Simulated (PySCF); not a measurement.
# CH₇ClGeSi: NMR shifts at several levels of theory

Aim: compute the NMR shifts of CH₇ClGeSi (`[SiH3][GeH2][CH2]Cl`) at several levels, and see how far they spread and what each costs.

Programs: PySCF 2.14.0, with density-fitted response routines of our own. Each step states its level of theory. These are calculated values for one molecule in the gas phase, unless marked as measured. Atoms count from 0, in the outputs and in this text.

### Step 1. Starting geometry

11 atoms, charge 0, multiplicity 1; geometry from: GFN2-xTB.

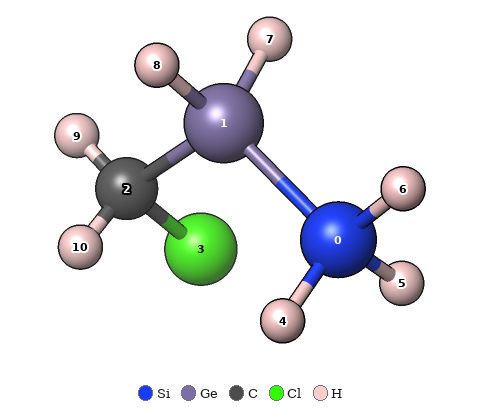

The starting geometry (silicon blue, germanium purple, carbon dark grey, chlorine green, hydrogen pink), atoms numbered.

### Step 2. Geometry optimisation at PBE0-D3(BJ)/def2-SVP

The job: settings as JSON, then the geometry in Å.

```
{"job": {"xc": "PBE0", "basis": "def2-SVP", "d3": "d3bj", "grid": 1, "kind": "geom"}, "charge": 0, "multiplicity": 1}
Si    -1.795267    -0.216259    -0.554872
Ge     0.104009    -0.350301     0.816129
C      1.662631     0.606660     0.033501
Cl     1.945245    -0.112818    -1.571172
H     -2.124770     1.189155    -0.800041
H     -1.547489    -0.885064    -1.829560
H     -2.929177    -0.856937     0.111083
H      0.634625    -1.740284     1.070258
H     -0.014735     0.211266     2.220549
H      2.582332     0.488115     0.601640
H      1.488020     1.669139    -0.123479
```

Log:

```text
step   0  E = -2867.89081344  max force = 0.017549
step   1  E = -2867.89529863  max force = 0.004374
step   2  E = -2867.89562415  max force = 0.001042
step   3  E = -2867.89567369  max force = 0.000654
step   4  E = -2867.89572593  max force = 0.000887
step   5  E = -2867.89575682  max force = 0.000889
step   6  E = -2867.89580235  max force = 0.000855
step   7  E = -2867.89583897  max force = 0.000566
step   8  E = -2867.89586689  max force = 0.000407
step   9  E = -2867.89587717  max force = 0.000252
optimisation converged
```

Wall time 37 s (1 thread, shared host).

Along the way:

```csv
step,energy from step 0 (eV),largest force component (eV/Å)
0,0.0000,0.9024
1,-0.1220,0.2249
2,-0.1309,0.0536
3,-0.1323,0.0336
4,-0.1337,0.0456
5,-0.1345,0.0457
6,-0.1358,0.0440
7,-0.1368,0.0291
8,-0.1375,0.0209
9,-0.1378,0.0130
```

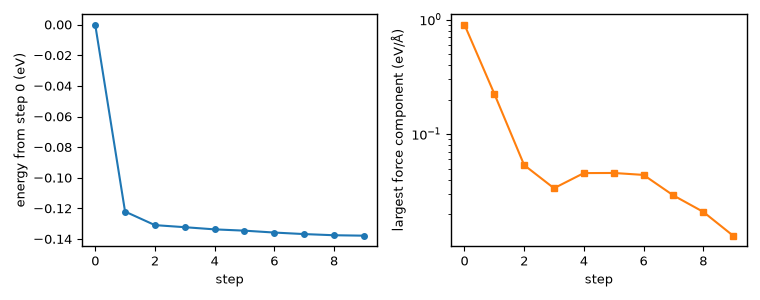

Energy and force, step by step.

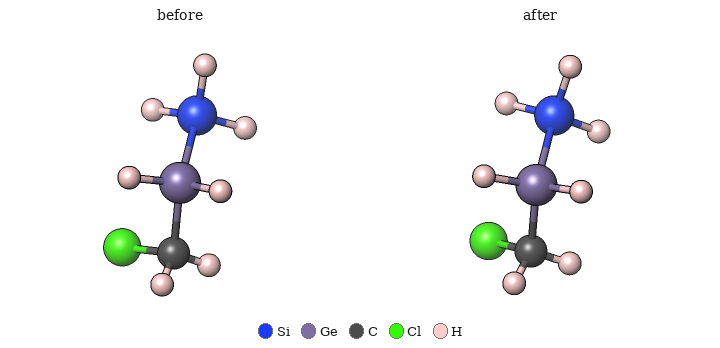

The geometry before (left) and after (right).

Distances of close pairs at the start and the end, largest changes first:

```csv
bond,before (Å),after (Å),change (Å)
Si0–Ge1,2.346,2.382,+0.035
Si0–H6,1.463,1.496,+0.033
Si0–H5,1.461,1.492,+0.031
Ge1–H7,1.509,1.540,+0.031
Si0–H4,1.464,1.495,+0.031
Ge1–H8,1.517,1.545,+0.027
Ge1–C2,1.989,1.973,-0.016
C2–H9,1.088,1.099,+0.011
```

The end geometry stands in the next job.

```csv
at the end point,value
point group (found at 0.08 Å tolerance),C1
"rotational constants (GHz, main isotopes)","3.230, 1.694, 1.187"
dipole moment (D),1.49
```

### Step 3. NMR shieldings: HF/pcSseg-2

The job: settings as JSON, then the geometry in Å.

```
{"job": {"kind": "nmr", "xc": "HF", "basis": "pcSseg-2", "pop": false}, "charge": 0, "multiplicity": 1}
Si    -0.152821     0.170938    -0.732061
Ge     1.801593     0.049375     0.623487
C      3.234229     1.034921    -0.309503
Cl     3.298672     0.526609    -2.023620
H     -0.379587     1.591026    -1.140223
H     -0.000917    -0.679093    -1.948441
H     -1.340997    -0.300180     0.044365
H      2.266999    -1.404321     0.828773
H      1.590784     0.700042     2.008405
H      4.218848     0.842114     0.137931
H      3.044960     2.116852    -0.286410
```

With the program's defaults for keys left out, this is: GIAO HF/pcSseg-2 NMR shielding, non-relativistic, gas phase.

Log:

```text
final grid: 85528 points
cycle   1  E = -2865.7189026529  dE = -7.465e-01  |g| = 6.807e-01  |ddm| = 2.228e+00
cycle   2  E = -2865.7789282738  dE = -6.003e-02  |g| = 4.577e-01  |ddm| = 5.520e-01
cycle   3  E = -2865.7986076959  dE = -1.968e-02  |g| = 6.339e-02  |ddm| = 1.920e-01
cycle   4  E = -2865.8001395821  dE = -1.532e-03  |g| = 1.984e-02  |ddm| = 8.773e-02
cycle   5  E = -2865.8002707046  dE = -1.311e-04  |g| = 6.961e-03  |ddm| = 2.213e-02
cycle   6  E = -2865.8002901183  dE = -1.941e-05  |g| = 1.573e-03  |ddm| = 1.027e-02
cycle   7  E = -2865.8002918220  dE = -1.704e-06  |g| = 5.730e-04  |ddm| = 3.345e-03
cycle   8  E = -2865.8002920306  dE = -2.086e-07  |g| = 1.434e-04  |ddm| = 1.294e-03
cycle   9  E = -2865.8002920462  dE = -1.557e-08  |g| = 4.132e-05  |ddm| = 3.356e-04
cycle  10  E = -2865.8002920477  dE = -1.441e-09  |g| = 1.110e-05  |ddm| = 9.956e-05
cycle  11  E = -2865.8002920478  dE = -9.913e-11  |g| = 3.024e-06  |ddm| = 2.808e-05
converged SCF energy = -2865.8002920478

GIAO shielding tensors (ppm)
atom      isotropic    diamagn.    paramagn.     s11        s22        s33       span
  0 Si     474.601     875.865    -401.264    471.664    474.287    477.851      6.187
  1 Ge    1674.008    2757.749   -1083.741   1606.744   1650.626   1764.655    157.911
  2 C      165.125     233.470     -68.345    141.617    152.682    201.077     59.460
  3 Cl     958.084    1144.796    -186.712    870.377    906.068   1097.807    227.430
  4 H       28.171      29.308      -1.137     24.629     26.390     33.493      8.864
  5 H       27.942      28.931      -0.989     24.066     26.873     32.886      8.820
  6 H       28.226      29.412      -1.187     24.755     25.621     34.300      9.545
  7 H       27.900      30.342      -2.442     21.810     23.119     38.773     16.963
  8 H       27.907      30.638      -2.730     21.517     22.598     39.606     18.089
  9 H       28.656      25.706       2.950     22.221     27.574     36.173     13.951
 10 H       28.908      27.752       1.157     22.975     27.677     36.073     13.099
```

It took 18 s on 1 thread, shared host.

The references, computed at this level on geometries of the same kind, shield at (ppm): 1H TMS 31.68, 13C TMS 191.5, 29Si TMS 383.0, 73Ge GeMe4 1493, 35Cl HCl 945. Their shielding less the atom's gives the shift. The references are single molecules in the gas phase. Atoms listed in one row are averaged.

```csv
atoms,environment,σ (ppm),δ (ppm)
C2,sp3 CH2 bonded to Cl and Ge,165.1,26.3
"H7, H8","hydrogen on a germanium bonded to C, Si",27.90,3.78
"H4, H5, H6",hydrogen on a silicon bonded to Ge,28.11,3.57
"H9, H10",hydrogen on an sp3 CH2 bonded to Cl and Ge,28.78,2.90
Si0,"silicon bonded to Ge, 3 H",474.6,-91.6
Ge1,"germanium bonded to C, Si, 2 H",1674,-181
Cl3,chlorine bonded to C,958,-13
```

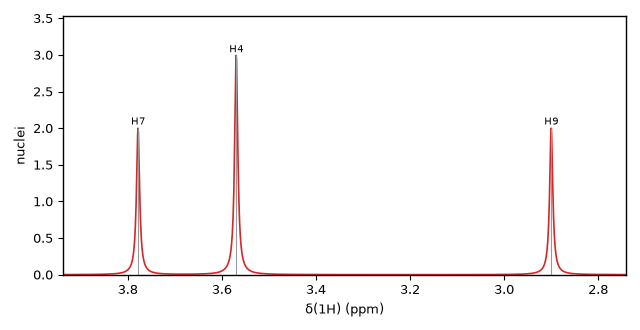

1H lines at the computed shifts, without couplings. Lines are broadened to a width of 0.01 ppm (Lorentzian).

### Step 4. Shielding tensors: LDA/pcSseg-2

Same as in step 3 but for these lines:

```diff
@@ -1,2 +1,2 @@
-{"job": {"kind": "nmr", "xc": "HF", "basis": "pcSseg-2", "pop": false}, "charge": 0, "multiplicity": 1}
+{"job": {"kind": "nmr", "xc": "LDA", "basis": "pcSseg-2", "pop": false}, "charge": 0, "multiplicity": 1}
 Si    -0.152821     0.170938    -0.732061
```

Method: GIAO LDA/pcSseg-2 NMR shielding, non-relativistic, gas phase.

Log:

```text
coarse grid: 42632 points
cycle   1  E = -2862.8278032066  dE = -7.073e-01  |g| = 1.372e+00  |ddm| = 2.358e+00
cycle   2  E = -2862.6978334278  dE =  1.300e-01  |g| = 1.839e+00  |ddm| = 8.608e-01
cycle   3  E = -2862.9126619591  dE = -2.148e-01  |g| = 2.142e-01  |ddm| = 6.424e-01
cycle   4  E = -2862.9167905663  dE = -4.129e-03  |g| = 1.139e-01  |ddm| = 2.075e-01
cycle   5  E = -2862.9200371063  dE = -3.247e-03  |g| = 2.498e-02  |ddm| = 9.021e-02
cycle   6  E = -2862.9201861279  dE = -1.490e-04  |g| = 5.264e-03  |ddm| = 2.602e-02
cycle   7  E = -2862.9201952810  dE = -9.153e-06  |g| = 9.142e-04  |ddm| = 6.688e-03
final grid: 85528 points
cycle   8  E = -2862.9202029745  dE =  5.836e-08  |g| = 1.110e-03  |ddm| = 3.067e-03
cycle   9  E = -2862.9202025880  dE =  3.865e-07  |g| = 1.627e-03  |ddm| = 2.825e-03
cycle  10  E = -2862.9202032805  dE = -6.925e-07  |g| = 3.614e-04  |ddm| = 1.738e-03
cycle  11  E = -2862.9202033056  dE = -2.512e-08  |g| = 4.057e-05  |ddm| = 2.197e-04
cycle  12  E = -2862.9202033060  dE = -4.511e-10  |g| = 1.726e-05  |ddm| = 4.399e-05
converged SCF energy = -2862.9202033060

GIAO shielding tensors (ppm)
atom      isotropic    diamagn.    paramagn.     s11        s22        s33       span
  0 Si     421.382     881.212    -459.830    410.375    420.861    432.909     22.534
  1 Ge    1463.279    2758.225   -1294.946   1353.751   1437.414   1598.672    244.921
  2 C      143.836     239.176     -95.340    112.962    134.023    184.525     71.563
  3 Cl     848.121    1145.045    -296.924    726.870    761.919   1055.576    328.706
  4 H       26.931      28.419      -1.488     23.456     24.993     32.344      8.888
  5 H       26.605      28.196      -1.591     22.778     25.471     31.566      8.788
  6 H       26.960      28.544      -1.584     23.595     24.382     32.902      9.307
  7 H       26.324      28.570      -2.246     20.340     21.565     37.068     16.729
  8 H       26.139      28.756      -2.617     19.564     20.986     37.867     18.303
  9 H       27.193      25.937       1.256     20.676     26.851     34.052     13.376
 10 H       27.466      27.356       0.111     21.388     27.006     34.005     12.617
```

Run time: 27 s. Hardware: 1 thread, shared host.

In short: δ C2 36.4, Si0 -118.3, Ge1 -236, Cl3 94, H7 4.54, H4 3.94 ppm (means over like atoms).

### Step 5. Shielding tensors: PBE/pcSseg-2

Same as in step 4 but for these lines:

```diff
@@ -1,2 +1,2 @@
-{"job": {"kind": "nmr", "xc": "LDA", "basis": "pcSseg-2", "pop": false}, "charge": 0, "multiplicity": 1}
+{"job": {"kind": "nmr", "xc": "PBE", "basis": "pcSseg-2", "pop": false}, "charge": 0, "multiplicity": 1}
 Si    -0.152821     0.170938    -0.732061
```

Level: GIAO PBE/pcSseg-2 NMR shielding, non-relativistic, gas phase.

Log:

```text
coarse grid: 42632 points
cycle   1  E = -2868.3043658160  dE = -7.010e-01  |g| = 1.275e+00  |ddm| = 2.353e+00
cycle   2  E = -2868.1912802455  dE =  1.131e-01  |g| = 1.709e+00  |ddm| = 8.532e-01
cycle   3  E = -2868.3833165375  dE = -1.920e-01  |g| = 1.812e-01  |ddm| = 6.129e-01
cycle   4  E = -2868.3861060116  dE = -2.789e-03  |g| = 9.150e-02  |ddm| = 1.693e-01
cycle   5  E = -2868.3882038684  dE = -2.098e-03  |g| = 2.034e-02  |ddm| = 7.480e-02
cycle   6  E = -2868.3883040731  dE = -1.002e-04  |g| = 3.892e-03  |ddm| = 2.013e-02
cycle   7  E = -2868.3883090822  dE = -5.009e-06  |g| = 6.615e-04  |ddm| = 4.940e-03
final grid: 85528 points
cycle   8  E = -2868.3883229406  dE = -1.804e-08  |g| = 7.889e-04  |ddm| = 2.934e-03
cycle   9  E = -2868.3883227630  dE =  1.776e-07  |g| = 1.156e-03  |ddm| = 1.977e-03
cycle  10  E = -2868.3883231060  dE = -3.430e-07  |g| = 2.489e-04  |ddm| = 1.163e-03
cycle  11  E = -2868.3883231160  dE = -9.984e-09  |g| = 3.300e-05  |ddm| = 1.482e-04
cycle  12  E = -2868.3883231162  dE = -2.519e-10  |g| = 1.282e-05  |ddm| = 3.138e-05
converged SCF energy = -2868.3883231162

GIAO shielding tensors (ppm)
atom      isotropic    diamagn.    paramagn.     s11        s22        s33       span
  0 Si     432.873     880.592    -447.719    424.009    432.444    442.166     18.157
  1 Ge    1492.529    2758.380   -1265.852   1394.642   1468.547   1614.397    219.755
  2 C      143.461     237.404     -93.943    114.124    133.484    182.776     68.652
  3 Cl     853.153    1145.127    -291.973    733.283    763.543   1062.634    329.351
  4 H       27.465      29.073      -1.608     24.087     25.603     32.706      8.619
  5 H       27.161      28.796      -1.635     23.431     26.082     31.971      8.539
  6 H       27.496      29.180      -1.684     24.216     24.966     33.307      9.091
  7 H       26.984      29.528      -2.544     21.082     22.301     37.569     16.487
  8 H       26.803      29.723      -2.920     20.348     21.693     38.367     18.019
  9 H       27.683      25.719       1.964     21.290     27.319     34.441     13.151
 10 H       27.949      27.498       0.451     22.005     27.457     34.384     12.378
```

Wall time 33 s (1 thread, shared host).

Key values: δ C2 35.9, Si0 -109.4, Ge1 -223, Cl3 81, H7 4.28, H4 3.80 ppm (means over like atoms).

### Step 6. Nuclear shieldings: BLYP/pcSseg-2

Same as in step 5 but for these lines:

```diff
@@ -1,2 +1,2 @@
-{"job": {"kind": "nmr", "xc": "PBE", "basis": "pcSseg-2", "pop": false}, "charge": 0, "multiplicity": 1}
+{"job": {"kind": "nmr", "xc": "BLYP", "basis": "pcSseg-2", "pop": false}, "charge": 0, "multiplicity": 1}
 Si    -0.152821     0.170938    -0.732061
```

Level: GIAO BLYP/pcSseg-2 NMR shielding, non-relativistic, gas phase.

Log:

```text
coarse grid: 42632 points
cycle   1  E = -2869.0360254721  dE = -6.946e-01  |g| = 1.305e+00  |ddm| = 2.343e+00
cycle   2  E = -2868.9055658154  dE =  1.305e-01  |g| = 1.788e+00  |ddm| = 9.132e-01
cycle   3  E = -2869.1226034643  dE = -2.170e-01  |g| = 1.862e-01  |ddm| = 6.616e-01
cycle   4  E = -2869.1255115167  dE = -2.908e-03  |g| = 1.036e-01  |ddm| = 1.832e-01
cycle   5  E = -2869.1281711635  dE = -2.660e-03  |g| = 2.169e-02  |ddm| = 8.221e-02
cycle   6  E = -2869.1282862628  dE = -1.151e-04  |g| = 3.924e-03  |ddm| = 2.172e-02
cycle   7  E = -2869.1282914169  dE = -5.154e-06  |g| = 6.957e-04  |ddm| = 5.142e-03
final grid: 85528 points
cycle   8  E = -2869.1283115541  dE = -5.324e-09  |g| = 8.473e-04  |ddm| = 3.090e-03
cycle   9  E = -2869.1283113159  dE =  2.382e-07  |g| = 1.324e-03  |ddm| = 2.273e-03
cycle  10  E = -2869.1283117565  dE = -4.406e-07  |g| = 2.640e-04  |ddm| = 1.305e-03
cycle  11  E = -2869.1283117680  dE = -1.145e-08  |g| = 4.290e-05  |ddm| = 1.724e-04
cycle  12  E = -2869.1283117684  dE = -4.225e-10  |g| = 1.374e-05  |ddm| = 3.662e-05
converged SCF energy = -2869.1283117684

GIAO shielding tensors (ppm)
atom      isotropic    diamagn.    paramagn.     s11        s22        s33       span
  0 Si     416.479     879.851    -463.372    406.331    415.040    428.065     21.734
  1 Ge    1458.328    2757.259   -1298.932   1359.286   1437.266   1578.430    219.145
  2 C      137.182     236.122     -98.940    106.753    127.637    177.157     70.404
  3 Cl     838.426    1145.619    -307.193    713.156    741.144   1060.979    347.823
  4 H       27.712      29.230      -1.518     24.441     25.916     32.778      8.337
  5 H       27.399      28.951      -1.552     23.769     26.394     32.035      8.266
  6 H       27.743      29.330      -1.587     24.569     25.284     33.376      8.807
  7 H       27.251      29.486      -2.235     21.419     22.642     37.693     16.274
  8 H       27.058      29.685      -2.627     20.691     22.010     38.473     17.783
  9 H       27.845      26.399       1.446     21.594     27.630     34.311     12.717
 10 H       28.134      27.953       0.181     22.305     27.774     34.322     12.017
```

It took 33 s on 1 thread, shared host.

In short: δ C2 37.8, Si0 -106.8, Ge1 -221, Cl3 82, H7 4.22, H4 3.76 ppm (means over like atoms).

### Step 7. NMR shieldings: BP86/pcSseg-2

Same as in step 6 but for these lines:

```diff
@@ -1,2 +1,2 @@
-{"job": {"kind": "nmr", "xc": "BLYP", "basis": "pcSseg-2", "pop": false}, "charge": 0, "multiplicity": 1}
+{"job": {"kind": "nmr", "xc": "BP86", "basis": "pcSseg-2", "pop": false}, "charge": 0, "multiplicity": 1}
 Si    -0.152821     0.170938    -0.732061
```

With the program's defaults for keys left out, this is: GIAO BP86/pcSseg-2 NMR shielding, non-relativistic, gas phase.

Log:

```text
coarse grid: 42632 points
cycle   1  E = -2869.3702781906  dE = -6.982e-01  |g| = 1.268e+00  |ddm| = 2.340e+00
cycle   2  E = -2869.2583697376  dE =  1.119e-01  |g| = 1.706e+00  |ddm| = 8.315e-01
cycle   3  E = -2869.4484713529  dE = -1.901e-01  |g| = 1.791e-01  |ddm| = 6.052e-01
cycle   4  E = -2869.4512364423  dE = -2.765e-03  |g| = 8.787e-02  |ddm| = 1.662e-01
cycle   5  E = -2869.4531645953  dE = -1.928e-03  |g| = 2.043e-02  |ddm| = 7.252e-02
cycle   6  E = -2869.4532651088  dE = -1.005e-04  |g| = 3.838e-03  |ddm| = 1.986e-02
cycle   7  E = -2869.4532700708  dE = -4.962e-06  |g| = 6.392e-04  |ddm| = 4.808e-03
final grid: 85528 points
cycle   8  E = -2869.4532865911  dE =  1.011e-07  |g| = 7.490e-04  |ddm| = 2.867e-03
cycle   9  E = -2869.4532865538  dE =  3.725e-08  |g| = 1.097e-03  |ddm| = 1.867e-03
cycle  10  E = -2869.4532868656  dE = -3.118e-07  |g| = 2.426e-04  |ddm| = 1.098e-03
cycle  11  E = -2869.4532868698  dE = -4.162e-09  |g| = 3.126e-05  |ddm| = 1.447e-04
cycle  12  E = -2869.4532868700  dE = -2.337e-10  |g| = 1.231e-05  |ddm| = 2.973e-05
converged SCF energy = -2869.4532868700

GIAO shielding tensors (ppm)
atom      isotropic    diamagn.    paramagn.     s11        s22        s33       span
  0 Si     429.152     880.673    -451.520    420.256    428.433    438.768     18.512
  1 Ge    1481.084    2758.438   -1277.354   1382.085   1458.601   1602.567    220.482
  2 C      142.783     238.373     -95.590    113.102    132.945    182.301     69.199
  3 Cl     852.120    1145.358    -293.237    731.093    763.021   1062.246    331.153
  4 H       27.510      29.150      -1.640     24.143     25.671     32.716      8.573
  5 H       27.210      28.859      -1.649     23.508     26.137     31.986      8.478
  6 H       27.542      29.290      -1.748     24.283     25.024     33.319      9.036
  7 H       27.014      29.448      -2.434     21.114     22.348     37.580     16.466
  8 H       26.831      29.660      -2.829     20.383     21.727     38.383     17.999
  9 H       27.744      25.845       1.898     21.392     27.398     34.441     13.048
 10 H       28.007      27.686       0.321     22.098     27.527     34.395     12.297
```

Wall time 33 s (1 thread, shared host).

In short: δ C2 36.4, Si0 -107.1, Ge1 -222, Cl3 78, H7 4.31, H4 3.81 ppm (means over like atoms).

### Step 8. Nuclear shieldings: OPBE/pcSseg-2

Same as in step 7 but for these lines:

```diff
@@ -1,2 +1,2 @@
-{"job": {"kind": "nmr", "xc": "BP86", "basis": "pcSseg-2", "pop": false}, "charge": 0, "multiplicity": 1}
+{"job": {"kind": "nmr", "xc": "OPBE", "basis": "pcSseg-2", "pop": false}, "charge": 0, "multiplicity": 1}
 Si    -0.152821     0.170938    -0.732061
```

With the program's defaults for keys left out, this is: GIAO OPBE/pcSseg-2 NMR shielding, non-relativistic, gas phase.

Log:

```text
coarse grid: 42632 points
cycle   1  E = -2869.5623030770  dE = -7.448e-01  |g| = 9.538e-01  |ddm| = 2.395e+00
cycle   2  E = -2869.5129767343  dE =  4.933e-02  |g| = 1.163e+00  |ddm| = 7.428e-01
cycle   3  E = -2869.6079314739  dE = -9.495e-02  |g| = 1.693e-01  |ddm| = 4.804e-01
cycle   4  E = -2869.6105071724  dE = -2.576e-03  |g| = 5.494e-02  |ddm| = 1.214e-01
cycle   5  E = -2869.6112380674  dE = -7.309e-04  |g| = 1.408e-02  |ddm| = 4.963e-02
cycle   6  E = -2869.6112866996  dE = -4.863e-05  |g| = 2.887e-03  |ddm| = 1.290e-02
cycle   7  E = -2869.6112889425  dE = -2.243e-06  |g| = 6.034e-04  |ddm| = 3.127e-03
final grid: 85528 points
cycle   8  E = -2869.6113237190  dE = -3.381e-08  |g| = 8.194e-04  |ddm| = 3.484e-03
cycle   9  E = -2869.6113235164  dE =  2.026e-07  |g| = 1.209e-03  |ddm| = 1.846e-03
cycle  10  E = -2869.6113239001  dE = -3.836e-07  |g| = 1.516e-04  |ddm| = 1.079e-03
cycle  11  E = -2869.6113239055  dE = -5.419e-09  |g| = 2.606e-05  |ddm| = 1.245e-04
cycle  12  E = -2869.6113239056  dE = -1.642e-10  |g| = 8.489e-06  |ddm| = 2.776e-05
converged SCF energy = -2869.6113239056

GIAO shielding tensors (ppm)
atom      isotropic    diamagn.    paramagn.     s11        s22        s33       span
  0 Si     457.184     881.219    -424.035    450.568    456.843    464.140     13.573
  1 Ge    1528.308    2761.179   -1232.870   1440.517   1503.308   1641.099    200.582
  2 C      149.586     236.742     -87.156    121.827    139.342    187.588     65.761
  3 Cl     875.641    1145.168    -269.528    762.103    791.651   1073.168    311.065
  4 H       27.523      29.429      -1.907     24.111     25.676     32.781      8.670
  5 H       27.257      29.067      -1.811     23.508     26.152     32.109      8.601
  6 H       27.563      29.504      -1.940     24.241     25.008     33.441      9.200
  7 H       27.046      30.310      -3.264     21.142     22.368     37.629     16.488
  8 H       26.906      30.496      -3.591     20.492     21.778     38.446     17.954
  9 H       27.778      24.239       3.539     21.335     27.212     34.788     13.453
 10 H       28.003      26.711       1.291     22.051     27.316     34.641     12.590
```

Run time: 33 s. Hardware: 1 thread, shared host.

Key values: δ C2 34.8, Si0 -101.6, Ge1 -213, Cl3 69, H7 4.22, H4 3.75 ppm (means over like atoms).

(Part 1 of 2 ends here.)
